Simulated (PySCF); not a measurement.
```yaml
atoms:
  - { symbol: C, position_ang: [-2.0347, 0.5822, -0.3900] }
  - { symbol: C, position_ang: [-1.0086, -0.0284, 0.5649] }
  - { symbol: C, position_ang: [-0.1810, -1.0588, -0.1310] }
  - { symbol: C, position_ang: [1.1272, -0.9832, -0.3408] }
  - { symbol: Si, position_ang: [2.2676, 0.4158, 0.1907] }
  - { symbol: H, position_ang: [-1.5295, 1.0716, -1.2197] }
  - { symbol: H, position_ang: [-2.6887, -0.1885, -0.7930] }
  - { symbol: H, position_ang: [-2.6464, 1.3182, 0.1265] }
  - { symbol: H, position_ang: [-1.5365, -0.4987, 1.4002] }
  - { symbol: H, position_ang: [-0.3663, 0.7571, 0.9657] }
  - { symbol: H, position_ang: [-0.7461, -1.9123, -0.4944] }
  - { symbol: H, position_ang: [1.5936, -1.8054, -0.8717] }
  - { symbol: H, position_ang: [1.8221, 1.6952, -0.3718] }
  - { symbol: H, position_ang: [2.3114, 0.5258, 1.6531] }
  - { symbol: H, position_ang: [3.6115, 0.1174, -0.3108] }
```

Geometry: GFN2-xTB.

Method: wB97X-D/def2-SVPD, SCF density, in a chloroform solvent model in PySCF.

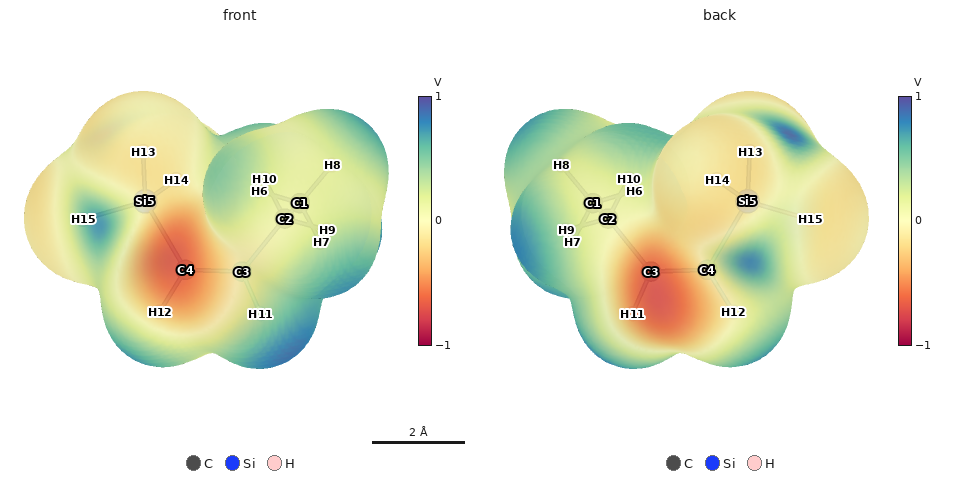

C4H10Si (SMILES CC/C=C\[SiH3]). The molecular electrostatic potential painted on the density surface at 0.002 e/bohr³, seen from the front and from behind; red is negative and blue positive.

Describe the electrostatic potential map.

The most negative region (about −0.7 V, or −16 kcal/mol for a unit charge) lies over the π face of C3 and C4, the most positive (about +0.9 V, or +21 kcal/mol for a unit charge) over Si5 and H11.
